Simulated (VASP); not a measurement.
Band structure of GaN (space group F-43m). All values below come from PBEsol GGA with spin-orbit coupling, VASP's PBE PAW potentials (set 64) (plane waves; VASP 6.6.1).

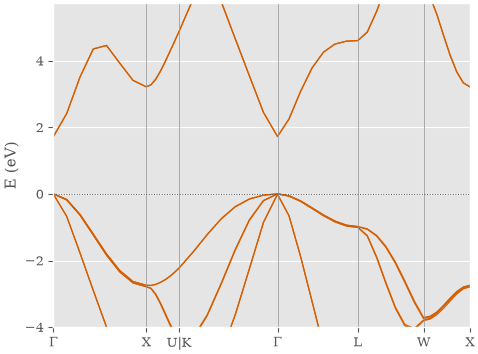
*Bands along high-symmetry lines, zero at the valence-band maximum or, without a gap, the Fermi level*

Problem. Read the plot: is there a gap, and where are the band edges?

Solution. The gap is direct, 1.72 eV, from the valence maximum at Γ to the conduction minimum at Γ.

The structure comes from a computed database's GaN entry (F-43m); how it stands against other phases isn't given here. It was relaxed first.
